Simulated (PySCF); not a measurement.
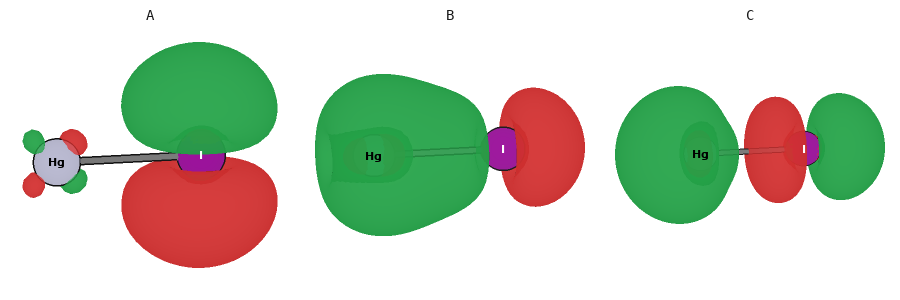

*HgI (doublet). Three frontier β-spin orbitals, each drawn at the value that holds 80 % of its norm (green and red are the two phases), in no order; of a degenerate pair one member is drawn.*

Core potentials replace the inner electrons of Hg and I.

Method: PBE0/def2-TZVPP, non-relativistic Hamiltonian with scalar-relativistic core potentials where named, at a bond length of 2.763 Å (PySCF 2.14.0).

Label each orbital by symmetry, say whether it is occupied, and order them by energy.

Answer. Orbital B: σ, occupied in this spin, −9.20 eV; shared between the atoms (Hg 60 %, I 40 %).
Orbital A: π, occupied in this spin, −7.38 eV; mainly on I (95 %).
Orbital C: σ, empty in this spin, −4.36 eV; shared between the atoms (Hg 55 %, I 45 %).
